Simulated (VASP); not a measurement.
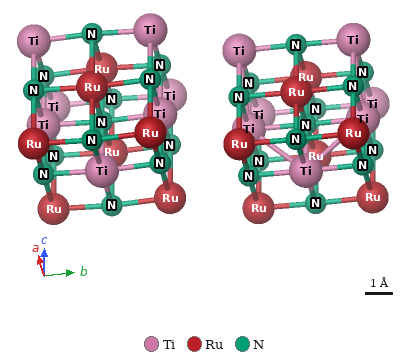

Two geometries of solid TiRuN₂ (a generated structure, set up in I4_1/amd), drawn at one scale. One is the start of a relaxation, the other its converged end. Style: ball-and-stick. Shown: the atoms within 4.2 Å of the atom that moves most (axes of the conventional cell (2 times the calculation's cell)), from a free direction. Lengths and directions refer to the drawn axes.

All numbers below come from Kohn-Sham DFT of a periodic cell, PBE, VASP PAW PBE potentials, recommended (VASP). (plane-wave cutoff 520 eV; k-point mesh 5 × 5 × 5; occupations gaussian; smearing width 0.15 eV; no spin polarisation)

### Which one is relaxed?

The right one is the relaxed one. The run lets cell and atoms move. The largest moves relative to the cell, 0.061 Å, are those of N atoms. Ru and Ti stay in place. The volume changes by −12.4 %, with a = b 4.400 → 4.306 Å (−2.1 %), c 9.200 → 8.415 Å (−8.5 %). Near-neighbour distances that change, for instance: N–Ru 2.392 → 2.127 Å, Ti–Ti 3.183 → 3.010 Å, Ru–Ti 3.183 → 3.010 Å, N–Ti 2.208 → 2.081 Å. Bond angles that change, for instance: N–Ru–N 175.2° → 178.8°, N–Ti–N 175.2° → 178.8°, Ti–N–Ti 175.2° → 178.8°. The space group stays I4_1/amd (No. 141). The energy falls by 1.306 eV per cell of the calculation in 8 geometry steps. The largest force component goes from 0.18 to 0.0078 eV/Å. Pressure: −26.54 GPa at the start and 0.06 GPa at the end. At step 1 the optimiser overshot: the energy rose above the start, and later steps came back. The volume changes by over a tenth within one run on a fixed set of plane waves, so the end point should be relaxed again from the new cell.
